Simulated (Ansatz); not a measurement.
Input file:

```
crystal:
  periodic: [false, false, false]
  atoms:
    - {symbol: Si, position_ang: [-0.800288, 0.177659, -0.503064]}
    - {symbol: F, position_ang: [1.656934, -1.092281, 1.335421]}
    - {symbol: F, position_ang: [-0.235407, -1.083886, -1.232460]}
    - {symbol: F, position_ang: [-1.379771, -0.222363, 0.892210]}
    - {symbol: F, position_ang: [-1.963927, 0.770052, -1.370015]}
    - {symbol: H, position_ang: [1.972374, -0.242427, 1.160663]}
    - {symbol: Br, position_ang: [0.750084, 1.693247, -0.282556]}
basis:
  gaussian: {orbitals: def2-TZVPP}
hamiltonian: {xc: pbe0, dispersion: d4}
output: {orbitals: {seedname: orbitals}}
```

Command:

```sh
ansatz run in.yaml --threads 8 --pin off --events-out ev --progress --plain --max-ram 19148MiB
```

The product side of a reaction path; geometry: PBE0-D4/def2-TZVP.

All numbers below come from RKS PBE0-D4/def2-TZVPP (Ansatz 0.2.0).

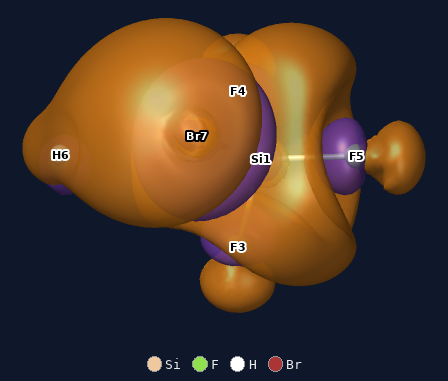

BrF₃Si···HF. The LUMO at ±0.06 Å⁻³ᐟ² (orange and purple are the two phases), seen from one side.

Q: Where does this orbital lie, and at what energy?

A: Its weight (Hirshfeld) is mainly on Br7 (about 40 %), Si1 (about 35 %), F5 (about 5 %), F3 (about 5 %) and F4 (about 5 %). Its energy is −0.24 eV.
